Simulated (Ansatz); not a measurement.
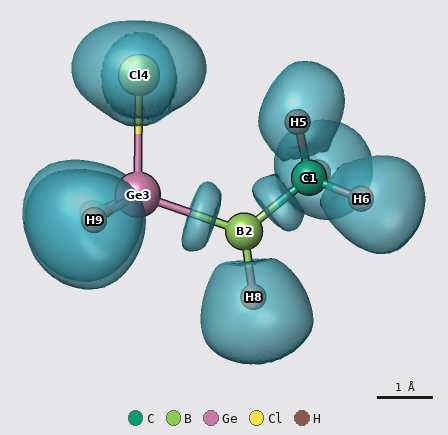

Figure. CH6BClGe. Isosurface of the electron localisation function at 0.8 (cyan), seen across its widest extent. Only the valence region is drawn (cores and ρ < 0.01 e/Å³ removed).

Level of theory: RKS r2SCAN/def2-SVP in Ansatz.

| atom | x (Å) | y (Å) | z (Å) |
| --- | --- | --- | --- |
| C | -1.1658 | 0.9038 | -0.3642 |
| B | -0.3773 | -0.3424 | -0.8272 |
| Ge | 1.2678 | -1.0202 | 0.2145 |
| Cl | 1.6862 | 0.3847 | 1.8463 |
| H | -0.6122 | 1.5988 | 0.2847 |
| H | -1.7117 | 1.4372 | -1.1576 |
| H | -1.9530 | 0.4515 | 0.2825 |
| H | -0.7450 | -1.0074 | -1.7717 |
| H | 2.5626 | -1.0875 | -0.6160 |
| H | 1.0739 | -2.3891 | 0.8938 |

> Where are the electrons localised?

The surface consists of one region between bonded B–C atoms (shared pairs), one region between bonded B–Ge atoms (shared pairs), six regions around hydrogen nuclei and one region wrapped around Cl (its valence shell).

Values along the shortest contacts:
C–B (1.55 Å): the ELF peaks at about 0.95 between the atoms (localised, covalent bonding). Ge–B (2.06 Å): the ELF peaks at about 0.95 between the atoms (localised, covalent bonding).
